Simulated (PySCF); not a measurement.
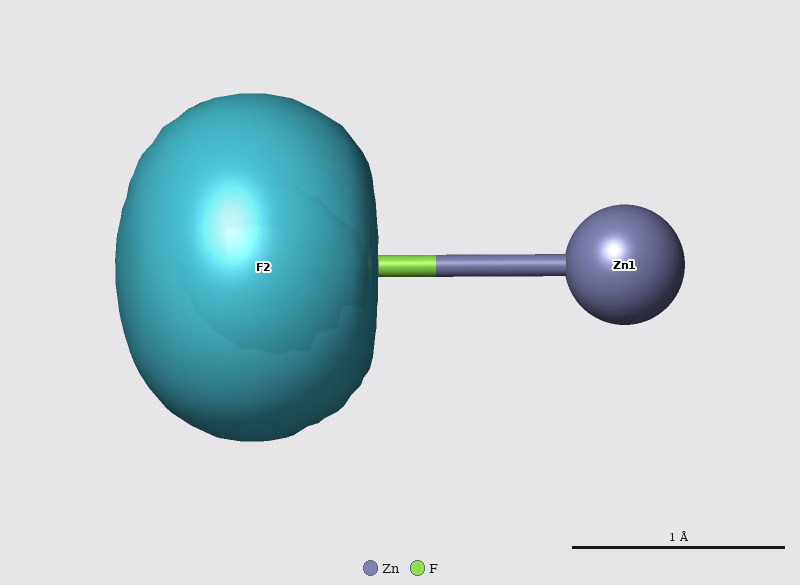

Figure 1: ZnF (charge +1). Isosurface of the electron localisation function at 0.75 (cyan), seen from one side. Only the valence region is drawn (cores and ρ < 0.01 e/Å³ removed).

Method: PBE0/cc-pVDZ(-PP), non-relativistic Hamiltonian with scalar-relativistic core potentials where named, at a bond length of 1.705 Å (PySCF).

> Where are the electrons localised?

The ELF exceeds this value in one region wrapped around F (its valence shell).

Values along the shortest contacts:
Zn–F (1.70 Å): the ELF peaks at about 0.80 in the valence shell of F, 0.5 Å from its nucleus, and is about 0.15 at the midpoint.
